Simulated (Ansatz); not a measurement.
# SiH₄O₄: search for a transition state, part 2 of 2

Ansatz 0.2.0, Gaussian basis; PBE0-D4. The steps go on from the part before.

**6. Checking the order of the point**

vib/in.yaml

```yaml
crystal:
  periodic: [false, false, false]
  atoms:
    - {symbol: Si, position_ang: [-0.295835, -0.338607, -0.125093]}
    - {symbol: O, position_ang: [1.348449, 0.044440, 0.660292]}
    - {symbol: O, position_ang: [-0.582259, -1.196541, 1.136478]}
    - {symbol: H, position_ang: [0.800964, -0.563606, 1.363639]}
    - {symbol: O, position_ang: [-1.010935, 1.107798, -0.392053]}
    - {symbol: O, position_ang: [0.052319, -0.959755, -1.576971]}
    - {symbol: H, position_ang: [1.482243, 0.943753, 0.980256]}
    - {symbol: H, position_ang: [-1.621346, 1.387721, 0.293452]}
    - {symbol: H, position_ang: [-0.173599, -0.425403, -2.339998]}
basis:
  gaussian: {orbitals: def2-TZVP}
hamiltonian: {xc: pbe0, dispersion: d4}
phonons: {temperatures: {t_min: 298.15, t_max: 900, t_step: 200}}
```

Started as:

```console
> ansatz run in.yaml --threads 4 --pin off --events-out ev --progress --plain --max-ram 9574MiB
```

What it wrote (excerpt; [...] marks lines left out):

```text
Functional definition: PBE0
  name "PBE0"
  cite "Adamo & Barone, J. Chem. Phys. 110, 6158 (1999) doi:10.1063/1.478522"
  cite "Perdew, Burke & Ernzerhof, Phys. Rev. Lett. 77, 3865 (1996) doi:10.1103/PhysRevLett.77.3865"
  parent pbe
[...]
1048 factors; their error is unknown
[...]
mean field -16126.58585020 eV, -592.6410990025 hartree, gradient 4.5e-5 eV, S^2 0.000000; 0 other end points of the search recorded, 0 dependent functions left out
[...]
reference -16126.58587554 eV, -592.6410999334 hartree; 25, 25 occupied and 160, 160 virtual orbitals, 1048 factors
[... from here to the last solve, the lines of the solves are left out (53 solves) ...]
1048 factors; their error is unknown
mean field -16126.58574657 eV, -592.6410951941 hartree, gradient 2.0e-6 eV, S^2 0.000000; 0 other end points of the search recorded, 0 dependent functions left out
[...]
WARN: phonons: modes at or below zero, which the zero-point energy, F, S and C_V leave out: 1, the lowest at -652.42 cm⁻¹. A minimum has none, and a first-order saddle one
[...]
Atom 0 at    -0.295835    -0.338607    -0.125093 Å, force    -0.001967    -0.001409     0.001432 eV/Å
Atom 1 at     1.348449     0.044440     0.660292 Å, force     0.004848     0.006067    -0.007475 eV/Å
Atom 2 at    -0.582259    -1.196541     1.136478 Å, force     0.001285     0.001508    -0.001580 eV/Å
Atom 3 at     0.800964    -0.563606     1.363639 Å, force    -0.003033     0.002084     0.004633 eV/Å
Atom 4 at    -1.010935     1.107798    -0.392053 Å, force    -0.001723    -0.000939     0.003721 eV/Å
Atom 5 at     0.052319    -0.959755    -1.576971 Å, force     0.001400    -0.002244     0.001797 eV/Å
Atom 6 at     1.482243     0.943753     0.980256 Å, force    -0.003968    -0.006874     0.002557 eV/Å
Atom 7 at    -1.621346     1.387721     0.293452 Å, force     0.004097    -0.000292    -0.002499 eV/Å
Atom 8 at    -0.173599    -0.425403    -2.339998 Å, force    -0.000939     0.002100    -0.002587 eV/Å
Dipole moment:     0.195452     0.908594    -0.098518 e Å
Vibrations: -652.42 184.51 266.68 277.45 323.98 343.22 377.56 492.37 510.91 736.68 789.99 822.80 853.06 886.78 987.63 1225.43 1410.40 2360.73 3844.17 3909.43 3924.26 cm⁻¹, zero-point energy 1.520545 eV
```

It took 3.2 min on 4 threads of Intel Xeon at 2.50GHz, shared host.

The modes, with what each moves most:

| mode | wavenumber (cm⁻¹) | character |
| --- | --- | --- |
| 1 | 652i | changes O2–H4, O3–H4 |
| 2 | 185 | bend |
| 3 | 267 | torsion with bend |
| 4 | 277 | bend with torsion |
| 5 | 324 | torsion with bend |
| 6 | 343 | torsion with bend |
| 7 | 378 | torsion |
| 8 | 492 | torsion with bend |
| 9 | 511 | torsion with bend |
| 10 | 737 | bend with wag or twist |
| 11 | 790 | Si–O stretch with bend |
| 12 | 823 | bend |
| 13 | 853 | bend with Si–O stretch |
| 14 | 887 | bend with Si–O stretch |
| 15 | 988 | Si–O stretch |
| 16 | 1225 | Si–O stretch |
| 17 | 1410 | bend |
| 18 | 2361 | O–H stretch |
| 19 | 3844 | O–H stretch |
| 20 | 3909 | O–H stretch |
| 21 | 3924 | O–H stretch |

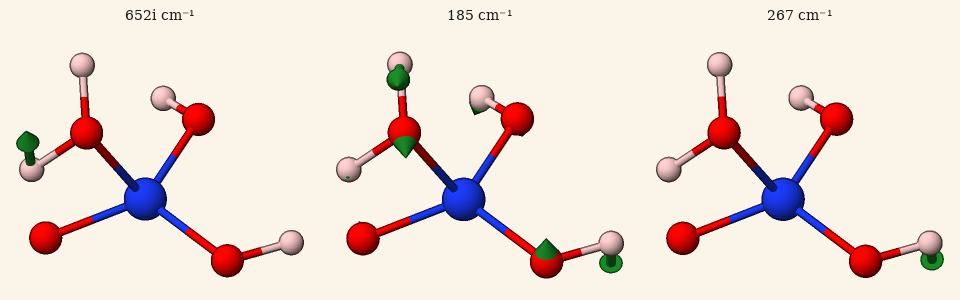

How the atoms move in 3 of the modes.

Vibrational sums (real modes only):

| T (K) | entropy (J/mol/K) | heat capacity (J/mol/K) |
| --- | --- | --- |
| 298 | 47.8 | 68.4 |
| 498 | 90.7 | 98.0 |
| 698 | 126.6 | 113.8 |
| 898 | 156.5 | 123.9 |

**7. Relaxing after a step of 0.30 Å one way along the mode**

downa/in.yaml

```yaml
crystal:
  periodic: [false, false, false]
  atoms:
    - {symbol: Si, position_ang: [-0.414471, -0.406645, -0.125321]}
    - {symbol: O, position_ang: [1.346251, -0.000556, 0.719593]}
    - {symbol: O, position_ang: [-0.739934, -1.234932, 1.089211]}
    - {symbol: H, position_ang: [1.052450, -0.401531, 1.341580]}
    - {symbol: O, position_ang: [-0.985731, 1.120880, -0.385157]}
    - {symbol: O, position_ang: [0.060200, -0.952878, -1.583127]}
    - {symbol: H, position_ang: [1.467111, 0.918986, 0.994252]}
    - {symbol: H, position_ang: [-1.624353, 1.373419, 0.288803]}
    - {symbol: H, position_ang: [-0.161524, -0.416943, -2.339834]}
basis:
  gaussian: {orbitals: def2-TZVP}
hamiltonian: {xc: pbe0, dispersion: d4}
relax: {f_tol: 0.005, max_steps: 200}
```

Started as:

```console
> ansatz run in.yaml --threads 4 --pin off --events-out ev --progress --plain --max-ram 9574MiB
```

What it wrote (excerpt; [...] marks lines left out):

```text
[... 5 set-up lines as earlier in the session ...]
[...]
1048 factors; their error is unknown
[...]
mean field -16125.34178671 eV, -592.5953805123 hartree, gradient 1.2e-5 eV, S^2 0.000000; 0 other end points of the search recorded, 0 dependent functions left out
[...]
reference -16125.34181225 eV, -592.5953814510 hartree; 25, 25 occupied and 160, 160 virtual orbitals, 1048 factors
relax step   1: F+E_penalty+E_count = -16125.48997112 eV  Δ(F+E_penalty+E_count) = +0.000e0 eV  max|allowed force component| = 1.305e1 eV/Å  Δτ_max = 0.0000 Å  (30 SCF iters, accepted)
[...]
Total energy: -16126.80224579 eV, -592.6490513937 hartree
Atom 0 at    -0.410415    -0.419791    -0.100809 Å, force    -0.000196    -0.002874     0.001734 eV/Å
Atom 1 at     1.318568     0.025634     0.645562 Å, force     0.000757     0.001091    -0.000823 eV/Å
Atom 2 at    -0.863075    -1.299868     1.060171 Å, force     0.000289     0.001982    -0.002105 eV/Å
Atom 3 at     1.159646    -0.454305     1.480087 Å, force    -0.000663    -0.000778     0.000725 eV/Å
Atom 4 at    -0.944477     1.118437    -0.341514 Å, force     0.000233    -0.000788     0.000517 eV/Å
Atom 5 at     0.046745    -0.960610    -1.561764 Å, force    -0.000229     0.000405     0.001048 eV/Å
Atom 6 at     1.418996     0.965788     0.841108 Å, force     0.000268     0.000233    -0.000122 eV/Å
Atom 7 at    -1.630877     1.386085     0.273677 Å, force    -0.000228     0.000322    -0.000305 eV/Å
Atom 8 at    -0.095113    -0.361571    -2.296518 Å, force    -0.000232     0.000407    -0.000668 eV/Å
Dipole moment:     0.526439     1.005019     0.017463 e Å
```

Run time: 53 s. Hardware: 4 threads of Intel Xeon at 2.50GHz, shared host.

Relaxation path: (the energy doesn't fall at every step)

| step | energy from step 1 (eV) | largest force component (eV/Å) |
| --- | --- | --- |
| 1 | 0.0000 | 13.0492 |
| 2 | -1.2770 | 0.8979 |
| 3 | -1.2995 | 0.3295 |
| 4 | -1.3085 | 0.1678 |
| 5 | -1.3035 | 0.2058 |
| 6 | -1.3117 | 0.0765 |
| 7 | -1.3119 | 0.1052 |
| 8 | -1.3122 | 0.0480 |
| 9 | -1.3121 | 0.0519 |
| 10 | -1.3122 | 0.0176 |
| 11 | -1.3122 | 0.0062 |
| 12 | -1.3122 | 0.0029 |

Distances of close pairs at the start and the end, largest changes first:

| bond | before (Å) | after (Å) | change (Å) |
| --- | --- | --- | --- |
| O2–H4 | 0.796 | 0.976 | +0.179 |
| Si1–O2 | 1.995 | 1.935 | -0.060 |
| Si1–O3 | 1.506 | 1.526 | +0.020 |
| Si1–O5 | 1.651 | 1.646 | -0.005 |
| O6–H9 | 0.953 | 0.959 | +0.005 |
| Si1–O6 | 1.628 | 1.624 | -0.004 |
| O5–H8 | 0.962 | 0.960 | -0.002 |
| O2–H7 | 0.967 | 0.966 | -0.002 |

**8. Relaxing after a step of 0.30 Å the other way along the mode**

downb/in.yaml

```yaml
crystal:
  periodic: [false, false, false]
  atoms:
    - {symbol: Si, position_ang: [-0.177199, -0.270570, -0.124866]}
    - {symbol: O, position_ang: [1.350648, 0.089436, 0.600990]}
    - {symbol: O, position_ang: [-0.424584, -1.158150, 1.183746]}
    - {symbol: H, position_ang: [0.549478, -0.725681, 1.385698]}
    - {symbol: O, position_ang: [-1.036140, 1.094716, -0.398949]}
    - {symbol: O, position_ang: [0.044437, -0.966631, -1.570816]}
    - {symbol: H, position_ang: [1.497375, 0.968519, 0.966259]}
    - {symbol: H, position_ang: [-1.618340, 1.402023, 0.298100]}
    - {symbol: H, position_ang: [-0.185675, -0.433863, -2.340163]}
basis:
  gaussian: {orbitals: def2-TZVP}
hamiltonian: {xc: pbe0, dispersion: d4}
relax: {f_tol: 0.005, max_steps: 200}
```

Started as:

```console
> ansatz run in.yaml --threads 4 --pin off --events-out ev --progress --plain --max-ram 9574MiB
```

What it wrote (excerpt; [...] marks lines left out):

```text
[... 5 set-up lines as earlier in the session ...]
[...]
1048 factors; their error is unknown
[...]
mean field -16127.24259094 eV, -592.6652337794 hartree, gradient 1.1e-5 eV, S^2 0.000000; 0 other end points of the search recorded, 0 dependent functions left out
[...]
reference -16127.24261614 eV, -592.6652347054 hartree; 25, 25 occupied and 160, 160 virtual orbitals, 1048 factors
relax step   1: F+E_penalty+E_count = -16127.38029581 eV  Δ(F+E_penalty+E_count) = +0.000e0 eV  max|allowed force component| = 1.688e0 eV/Å  Δτ_max = 0.0000 Å  (28 SCF iters, accepted)
[...]
Total energy: -16128.97566387 eV, -592.7289230350 hartree
Atom 0 at    -0.000018     0.000068     0.000040 Å, force    -0.000063     0.000042    -0.000077 eV/Å
Atom 1 at     1.354782     0.586774     0.693154 Å, force    -0.000034    -0.000013     0.000008 eV/Å
Atom 2 at    -0.630854    -1.070173     1.056809 Å, force     0.000027    -0.000016    -0.000015 eV/Å
Atom 3 at    -0.006691    -1.601319     1.553073 Å, force    -0.000024    -0.000012     0.000067 eV/Å
Atom 4 at    -1.173082     1.091506    -0.304591 Å, force     0.000197    -0.000129     0.000053 eV/Å
Atom 5 at     0.449123    -0.607869    -1.445234 Å, force    -0.000039    -0.000044     0.000044 eV/Å
Atom 6 at     1.990479     1.001410     0.108399 Å, force     0.000013     0.000102     0.000026 eV/Å
Atom 7 at    -1.737890     1.330583     0.431483 Å, force    -0.000026     0.000045    -0.000006 eV/Å
Atom 8 at    -0.245850    -0.731181    -2.093134 Å, force    -0.000052     0.000026    -0.000099 eV/Å
Dipole moment:     0.000003    -0.000228    -0.000098 e Å
```

It took 100 s on 4 threads of Intel Xeon at 2.50GHz, shared host.

Along the way: (the energy doesn't fall at every step)

| step | energy from step 1 (eV) | largest force component (eV/Å) |
| --- | --- | --- |
| 1 | 0.0000 | 1.6877 |
| 2 | -0.2711 | 1.9372 |
| 3 | -0.7071 | 2.9904 |
| 4 | -1.1435 | 1.5807 |
| 5 | -1.3730 | 0.6711 |
| 6 | -1.4676 | 0.1957 |
| 7 | -1.4689 | 0.1865 |
| 8 | -1.4824 | 0.0529 |
| 9 | -1.4833 | 0.0751 |
| 10 | -1.4834 | 0.1923 |
| 11 | -1.4847 | 0.0905 |
| 12 | -1.4855 | 0.0671 |
| 13 | -1.5168 | 0.3173 |
| 14 | -1.5571 | 0.1482 |
| 15 | -1.5827 | 0.1416 |
| 16 | -1.5943 | 0.0113 |
| 17 | -1.5951 | 0.0071 |
| 18 | -1.5928 | 0.2497 |
| 19 | -1.5952 | 0.0053 |
| 20 | -1.5953 | 0.0244 |
| 21 | -1.5953 | 0.0115 |
| 22 | -1.5953 | 0.0002 |

Distances of close pairs at the start and the end, largest changes first:

| bond | before (Å) | after (Å) | change (Å) |
| --- | --- | --- | --- |
| O3–H4 | 1.085 | 0.958 | -0.127 |
| Si1–O2 | 1.729 | 1.631 | -0.098 |
| Si1–O3 | 1.600 | 1.631 | +0.031 |
| Si1–O6 | 1.620 | 1.631 | +0.011 |
| O6–H9 | 0.964 | 0.958 | -0.006 |
| Si1–O5 | 1.636 | 1.631 | -0.005 |
| O2–H7 | 0.963 | 0.958 | -0.005 |
| O5–H8 | 0.959 | 0.958 | -0.001 |

**9. What the saddle joins**

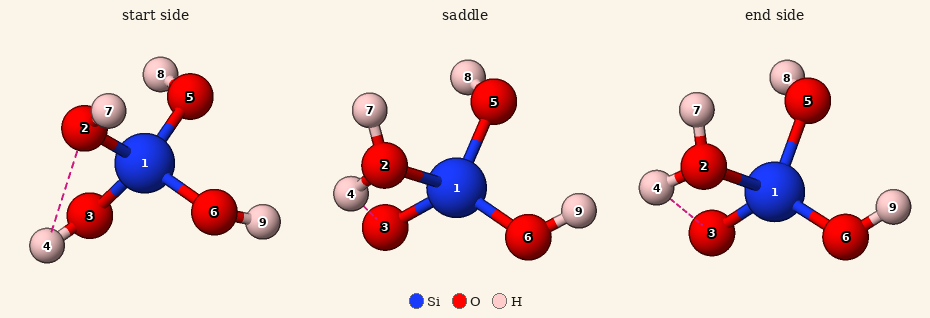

The minimum on the start side, the saddle and the minimum on the end side; broken lines join the pairs that change, where they aren't drawn as bonds.

| pair | start side (Å) | saddle (Å) | end side (Å) |
| --- | --- | --- | --- |
| O2–H4 | 2.717 | 1.079 | 0.976 |
| Si1–O2 | 1.631 | 1.862 | 1.935 |
| O3–H4 | 0.958 | 1.538 | 2.232 |

**10. Results**

This closing draws on all 2 parts.

```
                       quantity                                        value
                 imaginary mode                                    652i cm⁻¹
    barrier from the start side                                 217.1 kJ/mol
      barrier from the end side                                   7.4 kJ/mol
             energy of the step                                +209.7 kJ/mol
              pairs that change  O2–H4 formed, Si1–O2 loosened, O3–H4 broken
zero-point energy at the saddle                                     1.521 eV
```

**Reading.** One imaginary mode, 652i cm⁻¹, makes this a first-order saddle. Going downhill both ways gives the intended start and end. A bond meant to break is only loosened at the end: the products stay bound as an adduct. At PBE0-D4/def2-TZVP the electronic barrier is 217.1 kJ/mol, about 88 kT at 298 K, and the step runs 209.7 kJ/mol uphill. A step off the saddle overshot and began above it in energy, so the link to its end is likely but not proven. The ends are the nearest minima, not always the lowest complexes.
